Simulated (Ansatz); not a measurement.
# H5PSi···H2: what the fields show

The calculation's input:

```
crystal:
  periodic: [false, false, false]
  atoms:
    - { symbol: Si, position_ang: [-0.540257, -0.042975, -0.35337] }
    - { symbol: H, position_ang: [0.114351, -0.006204, 2.238318] }
    - { symbol: H, position_ang: [0.748792, 0.327627, 0.303053] }
    - { symbol: H, position_ang: [-0.75955, 0.906539, -1.490381] }
    - { symbol: H, position_ang: [-0.386937, -1.422086, -0.919714] }
    - { symbol: P, position_ang: [-2.263641, 0.176857, 1.004963] }
    - { symbol: H, position_ang: [-3.21093, -0.1922, 0.007407] }
    - { symbol: H, position_ang: [-2.196148, -1.129892, 1.559471] }
    - { symbol: H, position_ang: [-0.330079, 0.070235, 2.783552] }
basis:
  gaussian: { orbitals: "6-31G*" }
hamiltonian:
  xc: pbe0
  dispersion: d4
relax:
  f_tol: 0.03
  max_steps: 50
output:
  orbitals: {}
```

Run with:

```sh
ansatz run input.yaml --threads 1 --pin off --max-ram 2048MiB --backend cpu --events-out ev --progress --plain --runs-dir out
```

The fields are those of the run's last geometry, not of the input's.

Method: RKS PBE0-D4/6-31G* in Ansatz.

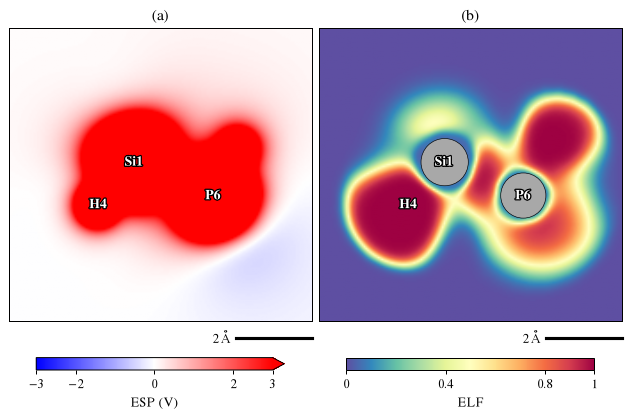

Figure 1. (a) electrostatic potential; (b) electron localisation function on the plane of atoms H4, Si1 and P6. Grey discs cover the atomic cores in the ELF map.

### Interpret the plot.

The section cuts through Si, H and P sites. Si–P (2.26 Å): the ELF peaks at about 0.95 between the atoms (localised, covalent bonding). Si–H (1.49 Å): the ELF climbs to about 1 towards the hydrogen, as it does in any bond to H. The ELF also peaks beside P6, away from the bonds: lone-pair regions. Outside the dense part of the complex the potential is most negative (−0.5 V) near P6.

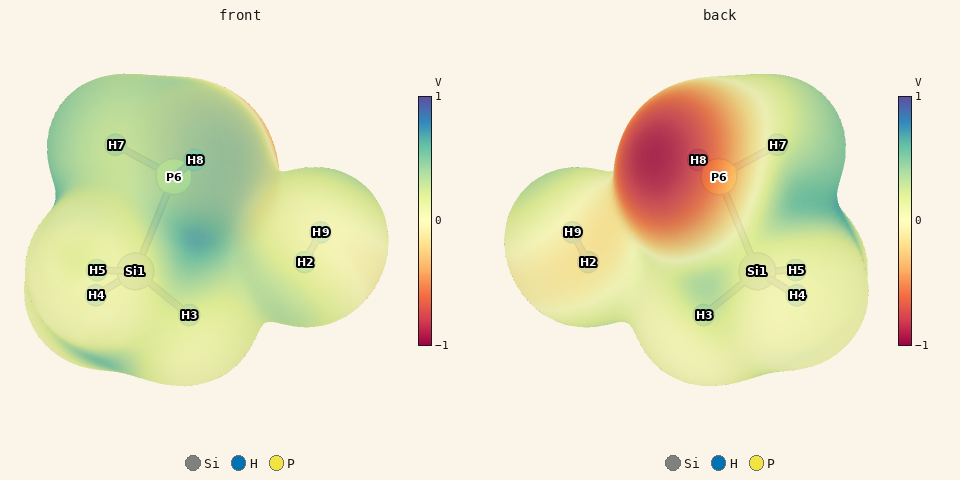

Figure 2. The electrostatic potential painted on the density surface at 0.001 e/bohr³, seen from the front and from behind; the colour scale runs from red (negative) to blue (positive).

### Describe the electrostatic potential map.

The most negative region (about −0.9 V, or −21 kcal/mol for a unit charge) lies over P6, the most positive (about +0.6 V, or +14 kcal/mol for a unit charge) over Si1.

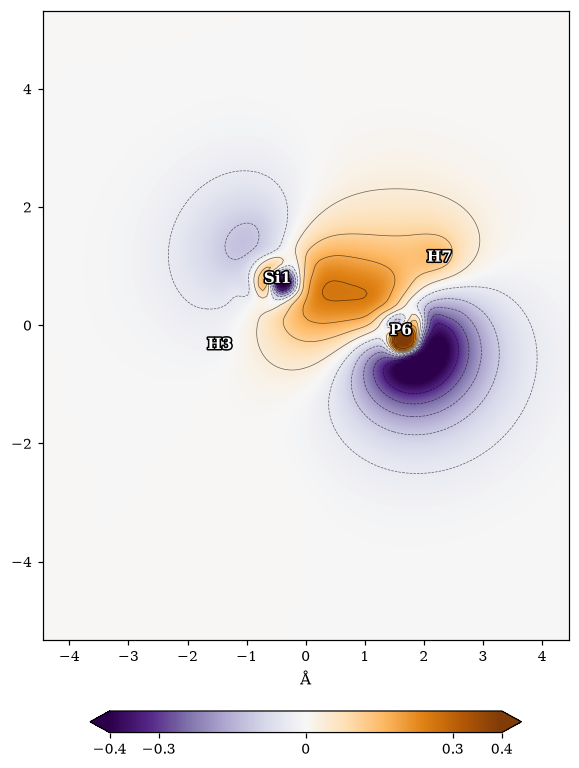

Figure 3. The HOMO on the plane of atoms H3, Si1 and P6 (values in Å⁻³ᐟ²; the overall sign is arbitrary).

### What is the character of this orbital?

By Hirshfeld shares it lies mainly on P6 (about 70 %) and Si1 (about 15 %); largely a lone pair of P6. Its energy is −7.50 eV.
